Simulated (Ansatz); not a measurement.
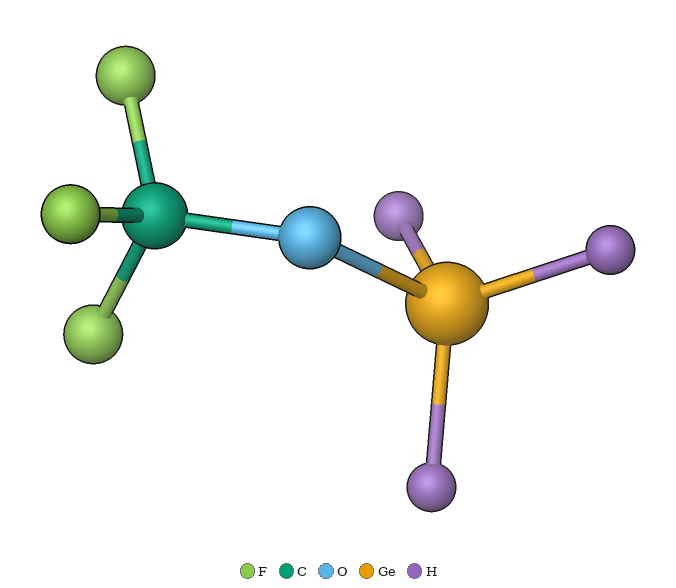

Computed geometry: PBE-D4/def2-SVP optimisation. No frequency run is at hand to confirm it as a minimum.

Give the structural formula.

SMILES: FC(F)(F)[O][GeH3]

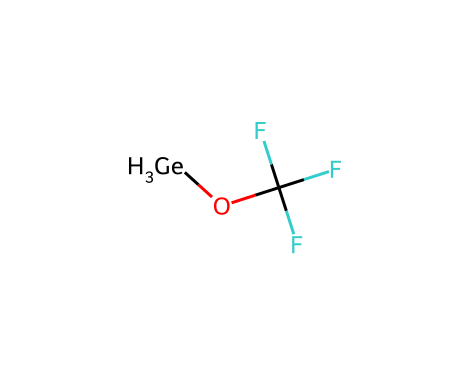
